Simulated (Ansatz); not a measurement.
The figure comes from a scan of CdTe (zinc blende): the cell is scaled evenly about its relaxed volume V₀. The numbers are results of PBEsol (plane waves to 420 eV, PAW, scalar-relativistic; Ansatz, a first-principles code), not measurements. k mesh 9×9×9 (Γ-centred), Fermi-Dirac smearing 0.05 eV. E stands for the smeared free energy. CdTe was relaxed with its symmetry unable to fall. Spin-orbit coupling is left out, though Te is heavy. ΔE is measured from the relaxed starting cell.

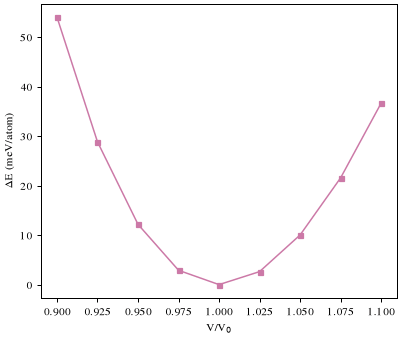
Figure. ΔE (meV/atom) against V/V₀; computed points joined by lines.

**Question.** List the plotted points as numbers.

**Answer.** To the nearest 1:

| V/V₀ | ΔE (meV/atom) |
|---|---|
| 0.900 | 54 |
| 0.925 | 29 |
| 0.950 | 12 |
| 0.975 | 3 |
| 1.000 | 0 |
| 1.025 | 3 |
| 1.050 | 10 |
| 1.075 | 22 |
| 1.100 | 37 |

(A scan under strain: stresses follow from slopes of the energy per volume, elastic moduli from its curvatures.)
